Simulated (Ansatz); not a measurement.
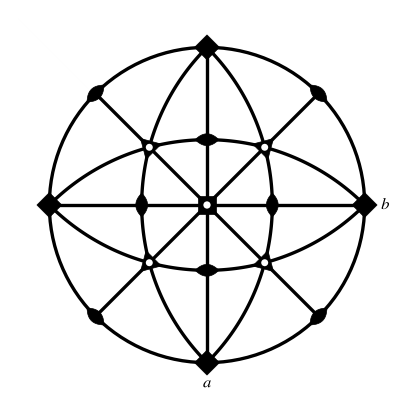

Stereographic projection: heavy lines are mirror planes (a heavy rim: a mirror in the plane of the page); lens, triangle, square and hexagon are 2-, 3-, 4- and 6-fold axes, a lens in an open square is −4, a triangle in an open hexagon −6; thin dashed diameters join the ends of axes that lie in the page; a small open circle marks inversion. The c axis points at the viewer. Computed from the symmetry operations of a computed or model structure of composition CaH4, which need not be its known form.

**Which point group is this?**

m-3m (Oh), order 48, cubic system: three fourfold axes, four threefold axes, six twofold axes, nine mirror planes, an inversion centre.

**Can such a crystal be piezoelectric, pyroelectric or chiral?**

It is centrosymmetric, so neither piezoelectric nor pyroelectric; it is not chiral.
